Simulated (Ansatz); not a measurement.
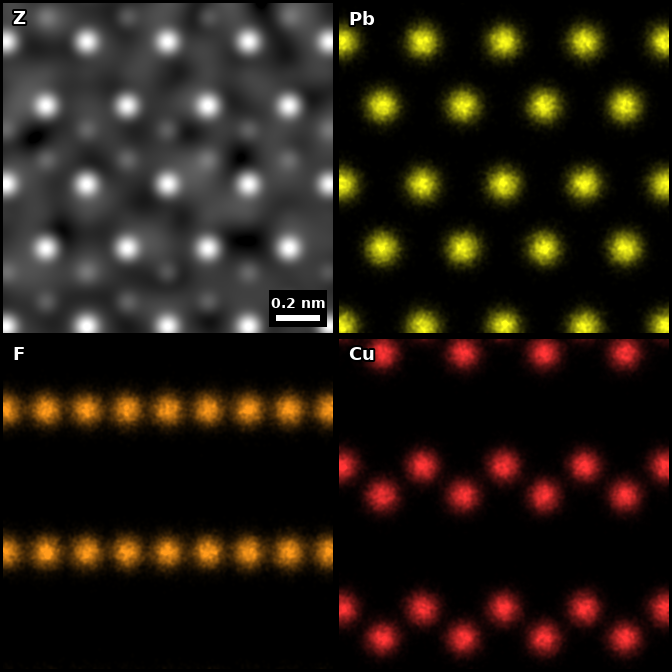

A crystal along [100]. Panel Z: Simulated incoherent Z contrast: every atom adds Z^1.7 spread by a probe of 0.82 Å full width; channelling and multiple scattering are left out. The probe carries 15 % of its weight in a tail 2.5 times as wide. The display is stretched by a gamma of 0.65; percentages refer to the linear signal. The speckle of an amorphous layer was added. The other panels are simulated element maps (the number of atoms of one element along the beam, blurred by 1.1 Å, with counting noise; each on its own scale, no channelling).

Q: Which columns does each element occupy?

A: The projected cell (3.85 × 6.77 Å, 90°) holds 6 columns: 2 of Pb, 2 of F and 2 of Cu. No column is shared by two of the mapped elements. The brightest columns of the Z-contrast image hold Pb.

The crystal is CuPbF (P4/nmm, No. 129). Model: coordinates from a relaxation (final pressure about 4.8 GPa) with DFT, PAW plane waves, pbesol in Ansatz; the starting structure was generated, so it need not be a known form of this composition.
